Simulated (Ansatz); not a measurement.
# singlet PO+: levels of theory compared

Wanted: a comparison of 6 runs (B2PLYP/STO-3G, HSE06/STO-3G, r2SCAN/STO-3G, wB97X/STO-3G, RPA@PBE/STO-3G, MP2/STO-3G) of singlet PO+. 

Program for the calculation: Ansatz 0.2.0.

48 further runs of the same task are left out: 7 that didn't finish, 41 set aside as unsound or not needed.

### Step 1. The molecule

PO+ has 2 atoms, charge +1, and is taken as a singlet. As SMILES of the parent species, `O=[P]`. The shape is that of a GFN2-xTB optimisation. That shape belongs to the parent species and isn't relaxed for this state.

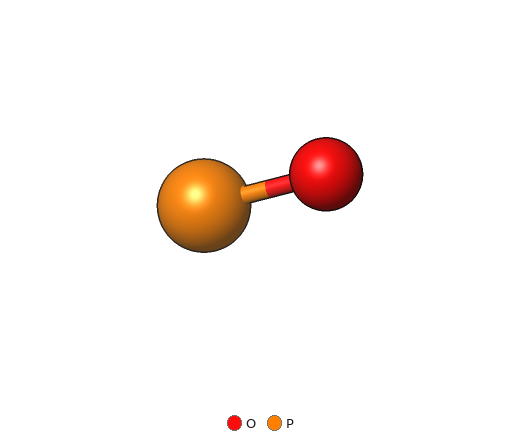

The structure, seen from a chosen angle (oxygen red, phosphorus orange).

### Step 2. The energy at B2PLYP/STO-3G (run 1)

File input.yaml:

```yaml
crystal:
  periodic: [false, false, false]
  atoms:
    - {symbol: O, position_ang: [0.000000, 0.000000, 0.000000]}
    - {symbol: P, position_ang: [0.000000, 0.000000, 1.455090]}
basis:
  gaussian: {orbitals: STO-3G}
hamiltonian: {xc: {name: B2PLYP}}
total_charge: 1
correlation: {frozen_orbitals: {O: 1, P: 5}}
accuracy: high
```

Command:

```
$ ansatz run input.yaml --threads 1 --pin off --max-ram 2610MiB --events-out events.jsonl --progress --plain --runs-dir runs
```

The program printed:

```text
Warning: RAYON_NUM_THREADS=1 ignored (pool sized by the plan → 1); use --threads N
Functional definition: B2PLYP
  name "B2PLYP"
  parameter a = 0.53
  parameter c = 0.27
  exchange = (1 - a)*b88_x + a*exact_x
  correlation = (1 - c)*lyp_c + c*(mp2_os + mp2_ss)
224 factors; integrals over basis functions are off by at most 1.2e-8 eV
mean field evaluation 1: about -11174.2005 eV, gradient 5.4e1 eV
mean field evaluation 2: about -11174.2105 eV, gradient 5.4e1 eV
mean field evaluation 4: about -11187.3805 eV, gradient 1.1e0 eV
mean field evaluation 8: about -11187.3875 eV, gradient 2.9e-1 eV
mean field evaluation 16: about -11187.3813 eV, gradient 1.7e-6 eV
mean field -11187.38125088 eV, -411.1286778903 hartree, gradient 9.3e-9 eV, S^2 0.000000; 0 other end points of the search recorded, 0 dependent functions left out
6 core orbitals not correlated: weight in the atoms' cores, before any rotation towards them, 1.000 or more for the frozen orbitals, at most 0.000 for the correlated occupied ones
reference -11187.38126200 eV, -411.1286782992 hartree; 5, 5 occupied and 3, 3 virtual orbitals, 224 factors
second order -7.03829527 eV of doubles, -0.00000000 eV of singles
Total energy: -11189.28160173 eV, -411.1985144960 hartree
```

Wall time 0.58 s (1 thread of Intel Xeon Platinum 8375C at 2.90GHz (Ice Lake), shared host).

### Step 3. The energy at HSE06/STO-3G (run 2)

File molecule.yaml:

```yaml
crystal:
  periodic: [false, false, false]
  atoms:
    - {symbol: O, position_ang: [0.000000, 0.000000, 0.000000]}
    - {symbol: P, position_ang: [0.000000, 0.000000, 1.455090]}
basis:
  gaussian:
    orbitals: STO-3G
total_charge: 1
hamiltonian:
  xc: {name: HSE06}
accuracy: high
```

Command:

```
$ ansatz run molecule.yaml --threads 1 --pin off --max-ram 2610MiB --events-out events.jsonl --progress --plain --runs-dir runs
```

The program printed:

```text
Warning: RAYON_NUM_THREADS=1 ignored (pool sized by the plan → 1); use --threads N
Functional definition: HSE06
  name "HSE06"
  parameter a = 0.25
  parameter omega = 0.11/bohr
  exchange = pbe_x - a*pbe_x_sr(omega) + a*exact_x_sr(omega)
  correlation = pbe_c
224 factors; integrals over basis functions are off by at most 1.2e-8 eV
42 factors; integrals over basis functions are off by at most 9.8e-10 eV
mean field evaluation 1: about -11173.9169 eV, gradient 5.8e1 eV
mean field evaluation 2: about -11084.1469 eV, gradient 1.4e2 eV
mean field evaluation 4: about -11187.3849 eV, gradient 2.5e1 eV
mean field evaluation 8: about -11189.2097 eV, gradient 3.8e-4 eV
mean field evaluation 16: about -11189.2006 eV, gradient 8.4e-7 eV
mean field -11189.20062955 eV, -411.1955388234 hartree, gradient 5.3e-9 eV, S^2 0.000000; 0 other end points of the search recorded, 0 dependent functions left out
reference -11189.20063057 eV, -411.1955388609 hartree; 11, 11 occupied and 3, 3 virtual orbitals, 224 factors
Total energy: -11189.20063057 eV, -411.1955388609 hartree
```

Wall time 0.54 s (1 thread of Intel Xeon Platinum 8375C at 2.90GHz (Ice Lake), shared host).

Runs 3 to 5 aren't shown in full; the table further down has their settings and results.

### Step 4. A single-point energy at MP2/STO-3G (run 6)

File in.yaml:

```yaml
crystal:
  periodic: [false, false, false]
  atoms:
    - {symbol: O, position_ang: [0.000000, 0.000000, 0.000000]}
    - {symbol: P, position_ang: [0.000000, 0.000000, 1.455090]}
basis:
  gaussian:
    orbitals: STO-3G
total_charge: 1
correlation:
  method: mp2
  frozen_orbitals: {O: 1, P: 5}
accuracy: high
```

Command:

```
$ ansatz run in.yaml --threads 1 --pin off --max-ram 2610MiB --events-out events.jsonl --progress --plain --runs-dir runs
```

The program printed:

```text
Warning: RAYON_NUM_THREADS=1 ignored (pool sized by the plan → 1); use --threads N
Functional definition: HF
  name "HF"
  exchange = exact_x
  correlation = 0
224 factors; integrals over basis functions are off by at most 1.2e-8 eV
mean field evaluation 1: about -11160.0141 eV, gradient 4.8e1 eV
mean field evaluation 2: about -11160.0347 eV, gradient 4.8e1 eV
mean field evaluation 4: about -11170.1256 eV, gradient 6.2e0 eV
mean field evaluation 8: about -11170.2199 eV, gradient 4.5e-2 eV
mean field -11170.21994422 eV, -410.4980115029 hartree, gradient 6.9e-8 eV, S^2 0.000000; 0 other end points of the search recorded, 0 dependent functions left out; unrestricted orbitals would lower it
mean field evaluation 16: about -11170.3741 eV, gradient 3.7e0 eV
6 core orbitals not correlated: weight in the atoms' cores, before any rotation towards them, 1.000 or more for the frozen orbitals, at most 0.000 for the correlated occupied ones
reference -11170.21994422 eV, -410.4980115029 hartree; 5, 5 occupied and 3, 3 virtual orbitals, 224 factors
second order -4.94036117 eV of doubles, -0.00000000 eV of singles
Total energy: -11175.16030539 eV, -410.6795664273 hartree
```

It took 0.08 s on 1 thread of Intel Xeon Platinum 8375C at 2.90GHz (Ice Lake), shared host.

### Step 5. All runs side by side

```tsv
run	level	frozen core orbitals	energy (Eh)	wall time
1	B2PLYP/STO-3G	6	-411.198514	0.58 s
2	HSE06/STO-3G	–	-411.195539	0.54 s
3	r2SCAN/STO-3G	–	-411.364475	1 s
4	wB97X/STO-3G	–	-411.375328	1.7 s
5	RPA@PBE/STO-3G	6	-410.725583	0.6 s
6	MP2/STO-3G	6	-410.679566	0.08 s
```

### Step 6. Results

```
                                          quantity          value
                               run 6: total energy  -410.67957 Eh
run 6: correlation energy (6 core orbitals frozen)     -181.6 mEh
```

**Reading.** Totals of different functionals can't be ranked against each other. In run 6 the log says that unrestricted orbitals would lower the reference, so the values rest on an unstable closed-shell determinant (other closed-shell runs at this shape may share the fault). In runs 1, 2, 3, 4, 5, 6 the basis is minimal, so the values are rough. All runs together took 4.5 s, the longest 1.7 s.
